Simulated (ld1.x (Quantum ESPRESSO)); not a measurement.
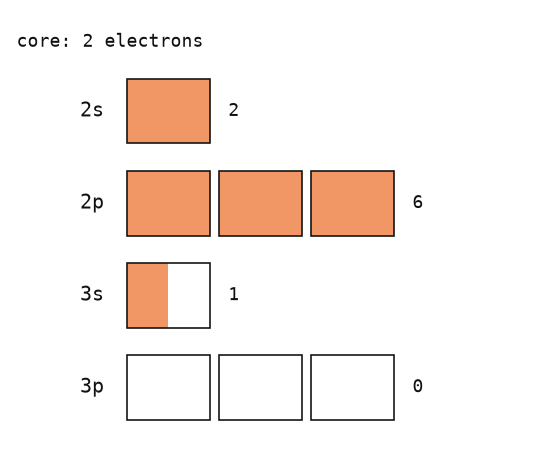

The valence shells of the reference configuration: a box for each of the 2l + 1 orbitals, shaded by the share of the shell that is filled, with the electron count at the right.

Pseudopotential generation: Mg (part 1 of 2)

System: magnesium (Mg, Z = 12), core [He], reference valence 2s2 2p6 3s1 3p0 (an ion of charge +1), valence charge 10.
Method: TM potential, revPBE, scalar-relativistic, made with ld1.x (Quantum ESPRESSO) 7.5.

### Output
```
     Program LD1 v.7.5
     --------------------------- All-electron run ----------------------------

     Mg
     scalar relativistic calculation

     atomic number is 12.00
     dft =REVPBE   lsd =0 sic =0 latt =0  beta=0.20 tr2=1.0E-14
     Exchange-correlation= REVPBE
                           (   1   4   4   4   0   0   0)
     mesh =1129 r(mesh) = 100.99726 a.u. xmin = -7.00 dx = 0.01250
     1 Ry =  13.60569312 eV, c = 137.03599908

     n l     nl                  e(Ry)          e(Ha)          e(eV)
     1 0     1S 1( 2.00)       -93.2863       -46.6431     -1269.2245
     2 0     2S 1( 2.00)        -6.5421        -3.2710       -89.0094
     2 1     2P 1( 6.00)        -4.0895        -2.0447       -55.6400
     3 0     3S 1( 1.00)        -0.8300        -0.4150       -11.2926
     3 1     3P 1( 0.00)        -0.5156        -0.2578        -7.0145

     final scf error:  6.6E-15 reached in  35 iterations

     Etot =    -400.140482 Ry,    -200.070241 Ha,   -5444.188598 eV

     Ekin =     400.634806 Ry,     200.317403 Ha,    5450.914227 eV
     Encl =    -952.647635 Ry,    -476.323817 Ha,  -12961.431372 eV
     Eh   =     184.342003 Ry,      92.171001 Ha,    2508.100718 eV
     Exc  =     -32.469656 Ry,     -16.234828 Ha,    -441.772171 eV

     normalization and overlap integrals

     s(1S/1S) =  1.000000  <r> =   0.1306  <r2> =    0.0230  r(max) =   0.0854
     s(2S/2S) =  1.000000  <r> =   0.6959  <r2> =    0.5828  r(max) =   0.5434
     s(2P/2P) =  1.000000  <r> =   0.6872  <r2> =    0.6059  r(max) =   0.4796
     s(3S/3S) =  1.000000  <r> =   2.8119  <r2> =    9.1315  r(max) =   2.3752
     s(3P/3P) =  1.000000  <r> =   3.5406  <r2> =   14.5964  r(max) =   2.9376

     ------------------------ End of All-electron run ------------------------

     --------------------- Generating NC pseudopotential ---------------------

      Generating local potential from pseudized AE potential:
      Matching radius rcloc =   0.6000

      Local pseudo, rcloc= 0.601 Estimated cut-off energy=    65.89 Ry

      Wfc   2S  rcut= 0.647  Using Troullier-Martins method

      Wfc   2P  rcut= 0.647  Using Troullier-Martins method

      Wfc   3D  rcut= 0.543  Using Troullier-Martins method

     ------------------- End of pseudopotential generation -------------------

     --------------------------- All-electron run ----------------------------

     Mg
     scalar relativistic calculation

     atomic number is 12.00
     dft =REVPBE   lsd =0 sic =0 latt =0  beta=0.20 tr2=1.0E-14
     Exchange-correlation= REVPBE
                           (   1   4   4   4   0   0   0)
     mesh =1129 r(mesh) = 100.99726 a.u. xmin = -7.00 dx = 0.01250
     1 Ry =  13.60569312 eV, c = 137.03599908

     n l     nl                  e(Ry)          e(Ha)          e(eV)
     1 0     1S 1( 2.00)       -93.2863       -46.6431     -1269.2245
     2 0     2S 1( 2.00)        -6.5421        -3.2710       -89.0094
     2 1     2P 1( 6.00)        -4.0895        -2.0447       -55.6400
     3 0     3S 1( 1.00)        -0.8300        -0.4150       -11.2926
     3 1     3P 1( 0.00)        -0.5156        -0.2578        -7.0145

     final scf error:  6.6E-15 reached in  35 iterations

     Etot =    -400.140482 Ry,    -200.070241 Ha,   -5444.188598 eV

     Ekin =     400.634806 Ry,     200.317403 Ha,    5450.914227 eV
     Encl =    -952.647635 Ry,    -476.323817 Ha,  -12961.431372 eV
     Eh   =     184.342003 Ry,      92.171001 Ha,    2508.100718 eV
     Exc  =     -32.469656 Ry,     -16.234828 Ha,    -441.772171 eV

     normalization and overlap integrals

     s(1S/1S) =  1.000000  <r> =   0.1306  <r2> =    0.0230  r(max) =   0.0854
     s(2S/2S) =  1.000000  <r> =   0.6959  <r2> =    0.5828  r(max) =   0.5434
     s(2P/2P) =  1.000000  <r> =   0.6872  <r2> =    0.6059  r(max) =   0.4796
     s(3S/3S) =  1.000000  <r> =   2.8119  <r2> =    9.1315  r(max) =   2.3752
     s(3P/3P) =  1.000000  <r> =   3.5406  <r2> =   14.5964  r(max) =   2.9376

     ------------------------ End of All-electron run ------------------------

     Computing logarithmic derivative in   0.70213
     Computing logarithmic derivative in   0.70213
     Computing the partial wave expansion
     R is outside the sphere for l=    0 j= 0.00
     R is outside the sphere for l=    1 j= 0.00
     R is outside the sphere for l=    2 j= 0.00

     ---------------------- Testing the pseudopotential ----------------------

     Mg
     scalar relativistic calculation

     atomic number is 12.00   valence charge is 10.00
     dft =REVPBE   lsd =0 sic =0 latt =0  beta=0.20 tr2=1.0E-14
     mesh =1129 r(mesh) = 100.99726 xmin = -7.00 dx = 0.01250

     n l     nl             e AE (Ry)        e PS (Ry)    De AE-PS (Ry)
     1 0     2S   1( 2.00)       -6.54207       -6.54227        0.00020
     2 1     2P   1( 6.00)       -4.08946       -4.08959        0.00012
     2 0     3S   1( 1.00)       -0.82999       -0.83114        0.00114
     3 1     3P   1( 0.00)       -0.51556       -0.51529       -0.00026

     eps = 6.3E-15  iter = 22

     Etot =    -400.140482 Ry,    -200.070241 Ha,   -5444.188598 eV
     Etotps =  -125.870705 Ry,     -62.935352 Ha,   -1712.558183 eV

     Ekin =      97.962950 Ry,      48.981475 Ha,    1332.853834 eV
     Encl =    -287.314544 Ry,    -143.657272 Ha,   -3909.113519 eV
     Ehrt =      92.301213 Ry,      46.150607 Ha,    1255.821984 eV
     Ecxc =     -16.679741 Ry,      -8.339871 Ha,    -226.939442 eV
     Epseu=     -12.140583 Ry,      -6.070291 Ha,    -165.181041 eV

     ---------------------- End of pseudopotential test ----------------------
```

### Output of the test run (extracts)
```
     ---------------------- Testing the pseudopotential ----------------------

     Mg
     scalar relativistic calculation

     atomic number is 12.00   valence charge is 10.00
     dft =REVPBE   lsd =0 sic =0 latt =0  beta=0.20 tr2=1.0E-14
     mesh =1129 r(mesh) = 100.99726 xmin = -7.00 dx = 0.01250

     n l     nl             e AE (Ry)        e PS (Ry)    De AE-PS (Ry)
     1 0     2S   1( 2.00)       -6.54207       -6.54227        0.00020
     2 1     2P   1( 6.00)       -4.08946       -4.08959        0.00012
     2 0     3S   1( 1.00)       -0.82999       -0.83114        0.00114
     3 1     3P   1( 0.00)       -0.51556       -0.51529       -0.00026

     eps = 7.7E-15  iter = 22

     Etot =    -400.140482 Ry,    -200.070241 Ha,   -5444.188598 eV
     Etotps =  -125.870705 Ry,     -62.935352 Ha,   -1712.558184 eV

     Ekin =      97.962950 Ry,      48.981475 Ha,    1332.853834 eV
     Encl =    -287.314544 Ry,    -143.657272 Ha,   -3909.113520 eV
     Ehrt =      92.301213 Ry,      46.150607 Ha,    1255.821985 eV
     Ecxc =     -16.679741 Ry,      -8.339871 Ha,    -226.939442 eV
     Epseu=     -12.140583 Ry,      -6.070291 Ha,    -165.181041 eV

     ---------------------- End of pseudopotential test ----------------------

     ---------------------- Testing the pseudopotential ----------------------

     Mg
     scalar relativistic calculation

     atomic number is 12.00   valence charge is 10.00
     dft =REVPBE   lsd =0 sic =0 latt =0  beta=0.20 tr2=1.0E-14
     mesh =1129 r(mesh) = 100.99726 xmin = -7.00 dx = 0.01250

     n l     nl             e AE (Ry)        e PS (Ry)    De AE-PS (Ry)
     1 0     2S   1( 2.00)       -5.87732       -5.87665       -0.00067
     2 1     2P   1( 6.00)       -3.42513       -3.42431       -0.00082
     2 0     3S   1( 2.00)       -0.34408       -0.34462        0.00054
     3 1     3P   1( 0.00)       -0.09840       -0.09814       -0.00026

     eps = 9.1E-15  iter = 22

     Etot =    -400.722002 Ry,    -200.361001 Ha,   -5452.100586 eV
     Etotps =  -126.453060 Ry,     -63.226530 Ha,   -1720.481530 eV
     dEtot_ae =      -0.581520 Ry
     dEtot_ps =      -0.582355 Ry,   Delta E=       0.000835 Ry

     Ekin =      98.171906 Ry,      49.085953 Ha,    1335.696825 eV
     Encl =    -294.046469 Ry,    -147.023235 Ha,   -4000.706024 eV
     Ehrt =      98.460456 Ry,      49.230228 Ha,    1339.622752 eV
     Ecxc =     -17.049352 Ry,      -8.524676 Ha,    -231.968247 eV
     Epseu=     -11.989601 Ry,      -5.994801 Ha,    -163.126837 eV

     ---------------------- End of pseudopotential test ----------------------

     ---------------------- Testing the pseudopotential ----------------------

     Mg
     scalar relativistic calculation

     atomic number is 12.00   valence charge is 10.00
     dft =REVPBE   lsd =0 sic =0 latt =0  beta=0.20 tr2=1.0E-14
     mesh =1129 r(mesh) = 100.99726 xmin = -7.00 dx = 0.01250

     n l     nl             e AE (Ry)        e PS (Ry)    De AE-PS (Ry)
     1 0     2S   1( 2.00)       -7.35189       -7.35354        0.00165
     2 1     2P   1( 6.00)       -4.89785       -4.89958        0.00174
     2 0     3S   1( 0.00)       -1.35922       -1.36155        0.00233
     3 1     3P   1( 0.00)       -0.96220       -0.96211       -0.00009

     eps = 4.0E-16  iter =  9

     Etot =    -399.041974 Ry,    -199.520987 Ha,   -5429.242644 eV
     Etotps =  -124.770543 Ry,     -62.385272 Ha,   -1697.589721 eV
     dEtot_ae =       1.098507 Ry
     dEtot_ps =       1.100162 Ry,   Delta E=      -0.001654 Ry

     Ekin =      97.607761 Ry,      48.803880 Ha,    1328.021240 eV
     Encl =    -279.052101 Ry,    -139.526050 Ha,   -3796.697250 eV
     Ehrt =      85.454333 Ry,      42.727167 Ha,    1162.665437 eV
     Ecxc =     -16.307061 Ry,      -8.153531 Ha,    -221.868873 eV
     Epseu=     -12.473475 Ry,      -6.236738 Ha,    -169.710275 eV

     ---------------------- End of pseudopotential test ----------------------

     ---------------------- Testing the pseudopotential ----------------------

     Mg
     scalar relativistic calculation

     atomic number is 12.00   valence charge is 10.00
     dft =REVPBE   lsd =0 sic =0 latt =0  beta=0.20 tr2=1.0E-14
     mesh =1129 r(mesh) = 100.99726 xmin = -7.00 dx = 0.01250

     n l     nl             e AE (Ry)        e PS (Ry)    De AE-PS (Ry)
     1 0     2S   1( 2.00)       -6.18979       -6.18951       -0.00028
     2 1     2P   1( 6.00)       -3.73744       -3.73703       -0.00041
     2 0     3S   1( 1.50)       -0.57878       -0.57959        0.00081
     3 1     3P   1( 0.00)       -0.29672       -0.29644       -0.00028

     eps = 6.9E-15  iter = 23

     Etot =    -400.492133 Ry,    -200.246067 Ha,   -5448.973066 eV
     Etotps =  -126.222850 Ry,     -63.111425 Ha,   -1717.349361 eV
     dEtot_ae =      -0.351652 Ry
     dEtot_ps =      -0.352145 Ry,   Delta E=       0.000493 Ry

     Ekin =      98.089536 Ry,      49.044768 Ha,    1334.576121 eV
     Encl =    -290.888716 Ry,    -145.444358 Ha,   -3957.742605 eV
     Ehrt =      95.493390 Ry,      47.746695 Ha,    1299.253755 eV
     Ecxc =     -16.869381 Ry,      -8.434690 Ha,    -229.519620 eV
     Epseu=     -12.047678 Ry,      -6.023839 Ha,    -163.917012 eV

     ---------------------- End of pseudopotential test ----------------------

     ---------------------- Testing the pseudopotential ----------------------

     Mg
     scalar relativistic calculation

     atomic number is 12.00   valence charge is 10.00
     dft =REVPBE   lsd =0 sic =0 latt =0  beta=0.20 tr2=1.0E-14
     mesh =1129 r(mesh) = 100.99726 xmin = -7.00 dx = 0.01250

     n l     nl             e AE (Ry)        e PS (Ry)    De AE-PS (Ry)
     1 0     2S   1( 2.00)       -6.16793       -6.16979        0.00186
     2 1     2P   1( 6.00)       -3.71381       -3.71590        0.00209
     2 0     3S   1( 0.00)       -0.46780       -0.46927        0.00147
     3 1     3P   1( 2.00)       -0.19535       -0.19556        0.00020

     eps = 1.8E-15  iter = 19

     Etot =    -400.200692 Ry,    -200.100346 Ha,   -5445.007809 eV
     Etotps =  -125.929653 Ry,     -62.964826 Ha,   -1713.360212 eV
     dEtot_ae =      -0.060211 Ry
     dEtot_ps =      -0.058948 Ry,   Delta E=      -0.001263 Ry

     Ekin =      98.796228 Ry,      49.398114 Ha,    1344.191160 eV
     Encl =    -291.101646 Ry,    -145.550823 Ha,   -3960.639665 eV
     Ehrt =      95.851188 Ry,      47.925594 Ha,    1304.121851 eV
     Ecxc =     -16.890421 Ry,      -8.445211 Ha,    -229.805889 eV
     Epseu=     -12.585002 Ry,      -6.292501 Ha,    -171.227669 eV

     ---------------------- End of pseudopotential test ----------------------

     ---------------------- Testing the pseudopotential ----------------------

     Mg
     scalar relativistic calculation

     atomic number is 12.00   valence charge is 10.00
     dft =REVPBE   lsd =0 sic =0 latt =0  beta=0.20 tr2=1.0E-14
     mesh =1129 r(mesh) = 100.99726 xmin = -7.00 dx = 0.01250

     n l     nl             e AE (Ry)        e PS (Ry)    De AE-PS (Ry)
     1 0     2S   1( 2.00)       -6.03010       -6.03067        0.00057
     2 1     2P   1( 6.00)       -3.57701       -3.57761        0.00059
     2 0     3S   1( 1.00)       -0.41325       -0.41430        0.00105
     3 1     3P   1( 1.00)       -0.15172       -0.15171       -0.00001

     eps = 4.0E-16  iter = 15

     Etot =    -400.467776 Ry,    -200.233888 Ha,   -5448.641672 eV
     Etotps =  -126.197897 Ry,     -63.098948 Ha,   -1717.009853 eV
     dEtot_ae =      -0.327295 Ry
     dEtot_ps =      -0.327192 Ry,   Delta E=      -0.000103 Ry

     Ekin =      98.444270 Ry,      49.222135 Ha,    1339.402533 eV
     Encl =    -292.498090 Ry,    -146.249045 Ha,   -3979.639247 eV
     Ehrt =      97.071112 Ry,      48.535556 Ha,    1320.719763 eV
     Ecxc =     -16.954944 Ry,      -8.477472 Ha,    -230.683760 eV
     Epseu=     -12.260246 Ry,      -6.130123 Ha,    -166.809143 eV

     ---------------------- End of pseudopotential test ----------------------

     ---------------------- Testing the pseudopotential ----------------------

     Mg
     scalar relativistic calculation

     atomic number is 12.00   valence charge is 10.00
     dft =REVPBE   lsd =0 sic =0 latt =0  beta=0.20 tr2=1.0E-14
     mesh =1129 r(mesh) = 100.99726 xmin = -7.00 dx = 0.01250

     n l     nl             e AE (Ry)        e PS (Ry)    De AE-PS (Ry)
     1 0     2S   1( 1.00)       -7.62628       -7.62372       -0.00255
     2 1     2P   1( 6.00)       -5.19042       -5.18909       -0.00133
     2 0     3S   1( 2.00)       -1.04129       -1.04284        0.00156
     3 1     3P   1( 0.00)       -0.65816       -0.65687       -0.00129

     eps = 4.1E-15  iter = 30

     Etot =    -393.991126 Ry,    -196.995563 Ha,   -5360.522347 eV
     Etotps =  -119.723438 Ry,     -59.861719 Ha,   -1628.920352 eV
     dEtot_ae =       6.149356 Ry
     dEtot_ps =       6.147267 Ry,   Delta E=       0.002089 Ry

     Ekin =     101.982292 Ry,      50.991146 Ha,    1387.539768 eV
     Encl =    -273.151220 Ry,    -136.575610 Ha,   -3716.411677 eV
     Ehrt =      83.371672 Ry,      41.685836 Ha,    1134.329389 eV
     Ecxc =     -15.428495 Ry,      -7.714248 Ha,    -209.915369 eV
     Epseu=     -16.497687 Ry,      -8.248843 Ha,    -224.462462 eV

     ---------------------- End of pseudopotential test ----------------------

     ---------------------- Testing the pseudopotential ----------------------

     Mg
     scalar relativistic calculation

     atomic number is 12.00   valence charge is 10.00
     dft =REVPBE   lsd =0 sic =0 latt =0  beta=0.20 tr2=1.0E-14
     mesh =1129 r(mesh) = 100.99726 xmin = -7.00 dx = 0.01250

     n l     nl             e AE (Ry)        e PS (Ry)    De AE-PS (Ry)
     1 0     2S   1( 2.00)       -7.65563       -7.65383       -0.00180
     2 1     2P   1( 5.00)       -5.23146       -5.22577       -0.00569  !
     2 0     3S   1( 2.00)       -1.04166       -1.04330        0.00165
     3 1     3P   1( 0.00)       -0.65946       -0.65784       -0.00162

     eps = 4.3E-15  iter = 26

     Etot =    -396.421260 Ry,    -198.210630 Ha,   -5393.586010 eV
     Etotps =  -122.154711 Ry,     -61.077356 Ha,   -1661.999514 eV
     dEtot_ae =       3.719222 Ry
     dEtot_ps =       3.715994 Ry,   Delta E=       0.003228 Ry

     Ekin =      91.272528 Ry,      45.636264 Ha,    1241.826001 eV
     Encl =    -271.601498 Ry,    -135.800749 Ha,   -3695.326631 eV
     Ehrt =      83.108733 Ry,      41.554366 Ha,    1130.751912 eV
     Ecxc =     -15.362299 Ry,      -7.681150 Ha,    -209.014731 eV
     Epseu=      -9.572174 Ry,      -4.786087 Ha,    -130.236065 eV

     ---------------------- End of pseudopotential test ----------------------
```

(Continued in part 2.) Outcome of the run: generated.
